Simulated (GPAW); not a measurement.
## Run report: C2H3Ge, property calculation

C2H3Ge, multiplicity 2, computed with PBE0/plane waves, UKS, scalar-relativistic datasets (GPAW 26.7.0).

The geometry comes from this level: PBE0-D4/def2-TZVP.

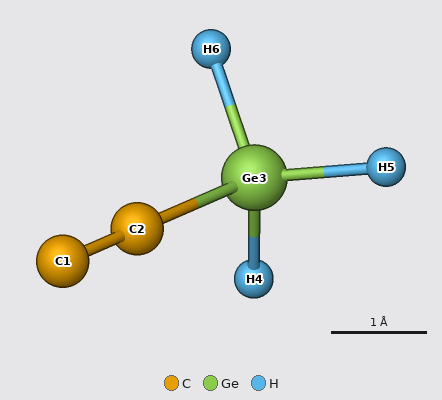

The structure as given in the input (ball-and-stick view, seen at a tilt; atoms are numbered from 1 in the order of the input). Sticks mark near contacts. Bond lengths as drawn: C–C 1.21 Å, C–Ge 1.90 Å and Ge–H 1.53 Å.

The input (run.py):
```python
import numpy as np
from ase import Atoms
from ase.units import Debye
from gpaw import GPAW, PW

atoms = Atoms(["C", "C", "Ge", "H", "H", "H"],
    positions=[[  1.063000,  -1.993700,   1.127200],
               [  0.554800,  -1.039400,   0.581600],
               [ -0.244200,   0.461100,  -0.277700],
               [ -1.482100,  -0.028100,  -1.035900],
               [  0.783700,   1.059700,  -1.242900],
               [ -0.633000,   1.476400,   0.801400]])
atoms.center(vacuum=4.5)
atoms.set_initial_magnetic_moments([0.333333, 0.333333, 0.333333, 0.0, 0.0, 0.0])

calc = GPAW(mode=PW(500),
            maxiter=100,
            xc="PBE0",
            symmetry="off",
            occupations={"name": "fermi-dirac", "width": 0.01, "fixmagmom": True},
            txt="c2h3ge.txt")
atoms.calc = calc

energy = atoms.get_potential_energy()
print(f"Energy = {energy:.5f} eV")
forces = atoms.get_forces()
print("Forces (eV/Ang)")
for symbol, f in zip(atoms.symbols, forces):
    print(f'{symbol:2} {f[0]:9.4f} {f[1]:9.4f} {f[2]:9.4f}')
dipole = atoms.get_dipole_moment() / Debye
print(f"Dipole                  {np.linalg.norm(dipole):.3f} D")
print("Moments:", atoms.get_magnetic_moments().round(3))
```

Command:
```bash
OMP_NUM_THREADS=1 python run.py
```

Log:
```
Energy = -27.51359 eV
Forces (eV/Ang)
C    -0.0173    0.0321   -0.0183
C     0.0340   -0.0633    0.0365
Ge   -0.0326    0.0569   -0.0360
H     0.0194   -0.0001    0.0138
H    -0.0088   -0.0136    0.0158
H     0.0083   -0.0186   -0.0087
Dipole                  1.256 D
Moments: [ 0.403 -0.008  0.014 -0.001 -0.001 -0.001]
```

Summary:

```csv
quantity,value
outcome,converged
energy relative to the program's reference atoms,−27.5136 eV
largest force,0.081 eV/Å
dipole moment,1.26 D
hardware,"1 thread of Arm Neoverse N1, 16 GiB of memory available, shared host"
wall time,7.8 min
peak memory,0.88 GiB
```
